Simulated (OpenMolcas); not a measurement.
## Single-point calculation of H2O (charge +1)

The run: single-point calculation of H2O, charge +1, multiplicity 4, SMILES [OH2+]. Method and program: M06-2X/6-31G, UKS (OpenMolcas 26.06).

The geometry is that of the parent species in another charge or spin state. The geometry comes from this level: GFN2-xTB.

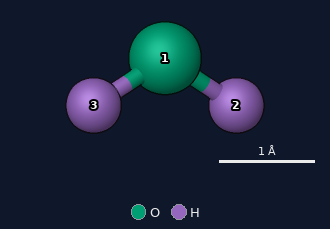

**Figure 1.** The input geometry (ball-and-stick view, seen at a tilt; atoms are numbered from 1 in the order of the input). Bond lengths as drawn: H–O 1.00 Å.

Summary:

| quantity | value |
| --- | --- |
| outcome | converged |
| total energy | −75.468029 hartree |
| basis functions | 13 |
| ⟨S²⟩ | 3.751 |
| hardware | 1 thread of Intel Xeon (Sapphire Rapids), 64 GiB of memory available, shared host |
| wall time | 5.4 s |
| peak memory | 0.37 GiB |

Input file:
```
* H2O Kohn-Sham DFT

&gateway
 baslib = $CurrDir
 coord = coord.xyz
 basis = 6-31G
 group = NoSym

&seward
 gridinput
 Grid=UltraFine
 End of Grid

&scf
 uhf
 charge = 1
 spin = 4
 ksdft = M062X
 thresholds = 1e-10 1e-07 1e-07 1e-05
 prorbitals = 1 1
```

File coord.xyz:
```
3

O     -0.257730     0.170410    -0.119700
H      0.490020     0.658280     0.340630
H     -0.232290    -0.828700    -0.220940
```

Command:
```bash
export MOLCAS_MEM=1860
pymolcas test.inp > test.log
```

The program's output:
```
--- Start Module: gateway ---

                                              &GATEWAY

                       available to each process: 1.9 GB of memory, 1 thread

 Basis Set     1 Label: O.6-31G
 Basis set is read from library:.
 basistype.tbl is not found

 Basis Set     2 Label: H.6-31G
 Basis set is read from library:.
 basistype.tbl is not found

++    Symmetry information:
      ---------------------

                    Character Table for C1

                             E
                    a        1  x, y, xy, Rz, z, xz, Ry, yz, Rx, I
--

++    Basis set information:
      ----------------------

      Basis set label: O.6-31G.........

      Electronic valence basis set:
      ------------------
      Associated Effective Charge   8.000000 au
      Associated Actual Charge      8.000000 au
      Nuclear Model: Point charge

      Shell  nPrim  nBasis  Cartesian Spherical Contaminant
         s      10       3        X
         p       4       2        X

      Basis set label: H.6-31G.........

      Electronic valence basis set:
      ------------------
      Associated Effective Charge   1.000000 au
      Associated Actual Charge      1.000000 au
      Nuclear Model: Point charge

      Shell  nPrim  nBasis  Cartesian Spherical Contaminant
         s       4       2        X
--

++    Molecular structure info:
      -------------------------

                    ************************************************
                    **** Cartesian Coordinates / bohr, angstrom ****
                    ************************************************

     Center  Label                x              y              z                     x              y              z
        1      O1              -0.487039       0.322028      -0.226200             -0.257730       0.170410      -0.119700
        2      H2               0.926004       1.243969       0.643697              0.490020       0.658280       0.340630
        3      H3              -0.438964      -1.566016      -0.417516             -0.232290      -0.828700      -0.220940

                    ***************************************
                    *    InterNuclear Distances / bohr    *
                    ***************************************

               1 O1            2 H2            3 H3
    1 O1       0.000000
    2 H2       1.898259        0.000000
    3 H3       1.898321        3.299292        0.000000

                    *******************************************
                    *    InterNuclear Distances / angstrom    *
                    *******************************************

               1 O1            2 H2            3 H3
    1 O1       0.000000
    2 H2       1.004515        0.000000
    3 H3       1.004548        1.745910        0.000000

                    **************************************
                    *    Valence Bond Angles / degree    *
                    **************************************
                          Atom centers                 Phi
                      2 H2       1 O1       3 H3       120.69
--

            Nuclear Potential Energy              8.73173348 au

--- Stop Module: gateway /rc=_RC_ALL_IS_WELL_ ---

--- Start Module: seward ---

                                              &SEWARD

                       available to each process: 1.9 GB of memory, 1 thread

               SEWARD will generate:
                  Multipole Moment integrals up to order  2
                  Kinetic Energy integrals
                  Nuclear Attraction integrals (point charge)
                  One-Electron Hamiltonian integrals
                  Velocity integrals
                  Orbital angular momentum around ( -0.4053   0.2680  -0.1882 )
                  Velocity quadrupole around ( -0.4053   0.2680  -0.1882 )
                  Two-Electron Repulsion integrals

                   Integrals are discarded if absolute value <: 1.00E-14
                   Integral cutoff threshold is set to       <: 1.00E-16

            Nuclear Potential Energy              8.73173348 au

      Basis set specifications :
      Symmetry species         a
      Basis functions           13

--- Stop Module: seward /rc=_RC_ALL_IS_WELL_ ---

--- Start Module: scf ---

                                                &SCF

                       available to each process: 1.9 GB of memory, 1 thread

++    Input section:
      --------------

      Header of the integral files:

      Cartesian coordinates in angstrom:
      -----------------------------------------------------
      No.  Label        X            Y            Z
      -----------------------------------------------------
       1   O1        -0.25773000   0.17041000  -0.11970000
       2   H2         0.49002000   0.65828000   0.34063000
       3   H3        -0.23229000  -0.82870000  -0.22094000
      -----------------------------------------------------
      Nuclear repulsion energy =    8.73173348
--

++    Orbital specifications:
      -----------------------

      Symmetry species               1
                                     a
      Frozen orbitals                0
      Start temperature = 0.500
      End temperature   = 0.010
      Temperature Factor= 0.460
      Deleted orbitals               0
      Total number of orbitals      13
      Number of basis functions     13
--

      Molecular charge                           1.000

      Numerical integration parameters
      --------------------------------
      Radial quadrature type:                         MHL
      Size of radial grid:                            99
      Lebedev angular grid:                           41
      Angular grid pruned with the crowding factor:  1.00E+10
                                 and fading factor:  1.00E+01
      Screening threshold for integral computation:   1.00E-11
      Radial quadrature accuracy:                     1.00E-25
      Maximum batch size:                             128
      AO values are stored on disk
      The same grid will be used for all iterations.

      DFT functional specifications
      -----------------------------
      Using Libxc version: 6.2.2
      Please cite the following reference:
      S. Lehtola, C. Steigemann, M. J.T. Oliveira, and M. A.L. Marques.,  SoftwareX 7, 1–5 (2018) doi:10.1016/j.softx.2017.11.002

      * Minnesota M06-2X hybrid exchange functional
        - Y. Zhao and D. G. Truhlar.,  Theor. Chem. Acc. 120, 215 (2008) doi:10.1007/s00214-007-0310-x
      * Minnesota M06-2X correlation functional
        - Y. Zhao and D. G. Truhlar.,  Theor. Chem. Acc. 120, 215 (2008) doi:10.1007/s00214-007-0310-x

++    Optimization specifications:
      ----------------------------

      SCF Algorithm: Conventional USCF
      D(i)-D(i-1) density differences are used
      Number of density matrices in core                 5
      Maximum number of NDDO SCF iterations            400
      Maximum number of HF SCF iterations              400
      Threshold for SCF energy change             1.00E-10
      Threshold for density matrix                1.00E-07
      Threshold for Fock matrix                   1.00E-07
      Threshold for linear dependence             1.00E-09
      Threshold at which DIIS is turned on        1.50E-01
      Maximum depth in the DIIS procedure                5
      Maximum depth in the BFGS Hessian update          30
      Threshold at which QNR/C2DIIS is turned on  7.50E-02
      Threshold for Norm(delta) (QNR/C2DIIS)      1.00E-05
      All orbitals punched on: UHFORB
--

      Input vectors read from INPORB
      Orbital file label: *Guess orbitals

++ Convergence information
                               UHF M062X      iterations: Energy and convergence statistics

Iter     Tot. M062X      One-elec.       Two-elec.     Energy      Max Dij or  Max Fij      DNorm      TNorm      AccCon     Time
         Energy          Energy          Energy        Change      Delta Norm                                                in Sec.
   1   -74.167834821  -116.521078617    33.621510321   0.00E+00    2.45E-01*   3.39E-01*    4.31E+00   2.68E+01   None         0.
   2   -74.868305410  -120.862590517    37.262551632  -7.00E-01*   1.64E-01*   1.92E-01*    1.76E+00   2.81E+01   EDIIS        0.
   3   -75.221779782  -118.434218928    34.480705671  -3.53E-01*   1.47E-01*   1.25E-01*    1.44E+00   2.71E+01   EDIIS        0.
   4   -75.377935063  -120.303259474    36.193590936  -1.56E-01*   8.14E-02*   1.15E-01*    1.10E+00   2.78E+01   EDIIS        0.
   5   -75.455631343  -119.273347018    35.085982200  -7.77E-02*   7.90E-02*   5.22E-02*    1.69E+00   2.74E+01   EDIIS        0.
   6   -75.466541404  -119.930639037    35.732364158  -1.09E-02*   4.35E-02*   3.69E-02*    3.44E-01   2.76E+01   EDIIS        0.
   7   -75.467552473  -119.563859527    35.364573579  -1.01E-03*   1.70E-02*   1.92E-02*    1.75E-01   2.75E+01   EDIIS        0.

       Fermi aufbau procedure completed!
      nOcc(alpha)=    6
      nOcc(beta) =    3

   8   -75.467942816  -119.758299645    35.558623353  -3.90E-04*   1.96E-03*   5.74E-03*    8.90E-02   2.75E+01   c2DIIS       0.
   9   -75.468028745  -119.700883218    35.501120998  -8.59E-05*   1.23E-03*   3.56E-04*    5.22E-03   2.75E+01   QNRc2DIIS    0.
  10   -75.468029334  -119.701432890    35.501670080  -5.90E-07*   8.61E-04*   1.55E-04*    2.15E-03   2.75E+01   QNRc2DIIS    0.
  11   -75.468029453  -119.701326605    35.501563676  -1.19E-07*   4.08E-05*   1.68E-05*    1.41E-03   2.75E+01   QNRc2DIIS    0.
  12   -75.468029454  -119.701507163    35.501744234  -8.72E-10*   1.33E-05*   3.01E-06*    9.35E-05   2.75E+01   QNRc2DIIS    0.
  13   -75.468029454  -119.701500430    35.501737500  -3.81E-11    1.64E-06    2.88E-07*    1.77E-05   2.75E+01   QNRc2DIIS    0.
  14   -75.468029454  -119.701500294    35.501737365  -5.26E-13    1.60E-07    2.90E-08     4.52E-06   2.75E+01   QNRc2DIIS    0.

       Convergence after  14 Iterations
--

 *****************************************************************************************************************************
 *                                             SCF/KS-DFT Program, Final results                                             *
 *                                                       Final Results                                                       *
 *****************************************************************************************************************************

::    Total KS-DFT energy                             -75.4680294541
      One-electron energy                            -119.7015002942
      Two-electron energy                              35.5017373649
      Nuclear repulsion energy                          8.7317334752
      Kinetic energy (interpolated)                    75.8653360010
      Virial theorem                                    0.9947630029
      Total spin, S(S+1)                                3.7510664141
      Total spin, S                                     1.5002665858
      Max non-diagonal density matrix element           0.0000001334
      Max non-diagonal Fock matrix element              0.0000000066

      All orbitals with orbital energies smaller than  E(LUMO)+0.5 are printed

++    Molecular orbitals:
      -------------------

      Title: UKS-DFT orbitals (alpha)

      Molecular orbitals for symmetry species 1: a

          Orbital            1         2         3         4         5         6         7
          Energy          -20.4067   -1.8260   -1.2455   -1.1915   -1.1418   -0.4669   -0.2469
          Occ. No.          1.0000    1.0000    1.0000    1.0000    1.0000    1.0000    0.0000

--

      All orbitals with orbital energies smaller than  E(LUMO)+0.5 are printed

++    Molecular orbitals:
      -------------------

      Title: UKS-DFT orbitals (beta)

      Molecular orbitals for symmetry species 1: a

          Orbital            1         2         3         4         5         6
          Energy          -20.3547   -1.6236   -1.1612   -0.6900   -0.6448   -0.2284
          Occ. No.          1.0000    1.0000    1.0000    0.0000    0.0000    0.0000

--

++    Molecular charges:
      ------------------

      Mulliken charges per centre and basis function type
      ---------------------------------------------------

                            O1                      H2                      H3
                     alpha        beta       alpha        beta       alpha        beta
      1s           1.8763      1.9170      0.6898      0.1303      0.6900      0.1303
      2px          0.9362      0.1495      0.0000      0.0000      0.0000      0.0000
      2pz          0.9723      0.0856      0.0000      0.0000      0.0000      0.0000
      2py          0.8354      0.5873      0.0000      0.0000      0.0000      0.0000
      Total        4.6202      2.7394      0.6898      0.1303      0.6900      0.1303
      Total              7.3596                  0.8201                  0.8202

      Charge            0.6404                  0.1799                  0.1798

      Total electronic charge=    9.000000

      Total            charge=    1.000000
--

++    Molecular orbitals:
      -------------------

      Title: Natural orbitals

      Molecular orbitals for symmetry species 1: a

          Orbital            1         2         3         4         5         6         7         8         9        10
          Energy          -20.3725   -1.2032   -1.7300   -0.9284   -0.8804   -0.3459    0.7445    0.6230   -0.1703    0.3884
          Occ. No.          2.0000    1.9998    1.9996    1.0000    1.0000    1.0000    0.0004    0.0002    0.0000    0.0000

          Orbital           11        12        13
          Energy            0.3844    0.5951    0.5178
          Occ. No.          0.0000    0.0000    0.0000

--

++    Molecular properties:
      ---------------------

      Charge (e):
                      =    1.0000
      Dipole Moment (debye):
      Origin of the operator (angstrom)=   -0.2145    0.1418   -0.0996
                   X= -6.7532E-02               Y=  4.5185E-02               Z= -3.1303E-02           Total=  8.7075E-02
      Center of Charge (angstrom)
                     X=   -0.22852413               Y=    0.15120949               Z=   -0.10612328
      Quadrupole Moment (debye*angstrom):
      Origin of the operator (angstrom)=   -0.2145    0.1418   -0.0996
                  XX= -5.7938E+00              XY= -1.1089E-01              XZ= -4.4655E-02              YY= -5.9706E+00
                  YZ= -8.7080E-02              ZZ= -5.7689E+00
      In traceless form (debye*angstrom)
                  XX=  7.5987E-02              XY= -1.6633E-01              XZ= -6.6983E-02              YY= -1.8924E-01
                  YZ= -1.3062E-01              ZZ=  1.1325E-01
--

--- Stop Module: scf /rc=_RC_ALL_IS_WELL_ ---
--- Module scf spent 4 seconds ---

.##################.
.# Happy landing! #.
.##################.

    Timing: Wall=5.02 User=4.36 System=0.61
```

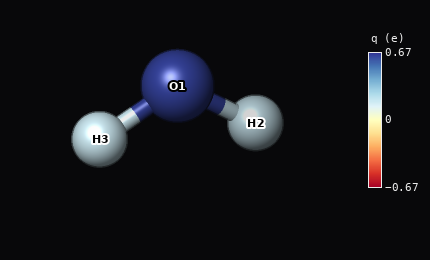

**Figure 2.** Mulliken charges, as the colour of each atom (ball-and-stick view, seen at a tilt; atoms are numbered from 1 in the order of the input). By element: O +0.64 and H +0.18 e.
